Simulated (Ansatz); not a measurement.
**Mending a single-point calculation on HfBrCl3**

System: HfBrCl3, SMILES [Cl][Hf]([Cl])([Cl])[Br].
Method of run 1: RHF-d4/def2-SVP (Ansatz 0.2.0).

The geometry comes from this level: PBE0-D4/def2-TZVP. Text and figures count atoms from 1; the logs count them from 0 in places.

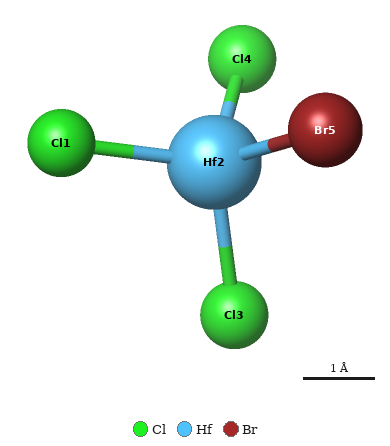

Fig. 1: The structure as given in the input (ball-and-stick view, seen at a tilt; atoms are numbered from 1 in the order of the input). Sticks mark near contacts.

Input file, run 1:
```yaml
crystal:
  periodic: [false, false, false]
  atoms:
    - {symbol: Cl, position_ang: [-0.803388, -0.141168, 2.167011]}
    - {symbol: Hf, position_ang: [0.006269, -0.041774, -0.000901]}
    - {symbol: Cl, position_ang: [2.026911, -1.168195, -0.117026]}
    - {symbol: Cl, position_ang: [-1.513735, -1.042905, -1.433598]}
    - {symbol: Br, position_ang: [0.333841, 2.320442, -0.656985]}
basis:
  gaussian: {orbitals: def2-SVP}
hamiltonian: {xc: {name: HF}}
correlation: {active_space: {window: {electrons: 40, orbitals: 30}}}
```

Command:
```bash
ansatz run in.yaml --threads 4 --pin off --events-out ev --progress --plain --max-ram 10444MiB
```

Hardware: 4 threads of Arm Neoverse V1, 23 GiB of memory available, shared host.

Output (run 1):
```
Functional definition: HF
  exchange = exact_x
  correlation = 0
1101 factors; integrals over basis functions are off by at most 8.1e-4 eV
mean field evaluation 1: about -108787.5080 eV, gradient 2.9e1 eV
mean field evaluation 2: about -108787.6923 eV, gradient 3.0e1 eV
mean field evaluation 4: about -108790.5383 eV, gradient 1.5e0 eV
mean field evaluation 8: about -108790.5709 eV, gradient 1.3e-1 eV
mean field -108790.57100357 eV, -3997.9797434835 hartree, gradient 6.4e-6 eV, S^2 0.000000; 0 other end points of the search recorded, 0 dependent functions left out
reference -108790.57100357 eV, -3997.9797434835 hartree; 49, 49 occupied and 69, 69 virtual orbitals, 1101 factors
Error: with its determinants' occupation strings and the model space of its search, the run needs 172.58 GiB of memory, and 10.19 GiB are given
refused for memory
```

> Diagnose this run and give a change of the input that cures it.

The input was spoiled on purpose: the active space doesn't fit the electrons and spin. The program refused the input: “with its determinants' occupation strings and the model space of its search, the run needs 172.58 GiB of memory, and 10.19 GiB are given refused for memory”

A run of the same system that converges differs from this input as follows (lines with − go, lines with + come):
```diff
-hamiltonian: {xc: {name: HF}}
-correlation: {active_space: {window: {electrons: 40, orbitals: 30}}}
+correlation: {method: ccsd_t}
```

Output (run 2):
```
Functional definition: HF
  exchange = exact_x
  correlation = 0
1101 factors; integrals over basis functions are off by at most 8.1e-4 eV
mean field evaluation 1: about -108787.5080 eV, gradient 2.9e1 eV
mean field evaluation 2: about -108787.6923 eV, gradient 3.0e1 eV
mean field evaluation 4: about -108790.5383 eV, gradient 1.5e0 eV
mean field evaluation 8: about -108790.5709 eV, gradient 1.3e-1 eV
mean field evaluation 16: about -108788.6518 eV, gradient 2.5e1 eV
mean field -108790.57100357 eV, -3997.9797434835 hartree, gradient 6.4e-6 eV, S^2 0.000000; 0 other end points of the search recorded, 0 dependent functions left out
24 core orbitals not correlated: weight in the atoms' cores, before any rotation towards them, 1.000 or more for the frozen orbitals, at most 0.000 for the correlated occupied ones
reference -108790.57100357 eV, -3997.9797434835 hartree; 25, 25 occupied and 69, 69 virtual orbitals, 1101 factors
second order -22.88023387 eV of doubles, -0.00000000 eV of singles
cycle   1  -22.98120958 eV  change   -1.0e-1 eV  update   1.4e-1
cycle   2  -23.45577058 eV  change   -4.7e-1 eV  update   5.1e-2
cycle   3  -23.59580030 eV  change   -1.4e-1 eV  update   2.4e-2
cycle   4  -23.57965473 eV  change    1.6e-2 eV  update   5.8e-3
cycle   5  -23.57750725 eV  change    2.1e-3 eV  update   1.5e-3
cycle   6  -23.57740159 eV  change    1.1e-4 eV  update   4.6e-4
cycle   7  -23.57720314 eV  change    2.0e-4 eV  update   1.7e-4
cycle   8  -23.57729076 eV  change   -8.8e-5 eV  update   5.8e-5
cycle   9  -23.57733555 eV  change   -4.5e-5 eV  update   1.7e-5
perturbative correction -0.69902905 eV, -0.0256888437 hartree
Total energy: -108814.84736817 eV, -3998.8718834275 hartree
```

The two runs side by side:

| quantity | run 1 | run 2 |
| --- | --- | --- |
| outcome | refused | converged |
| total energy (hartree) | – | −3998.871883 |
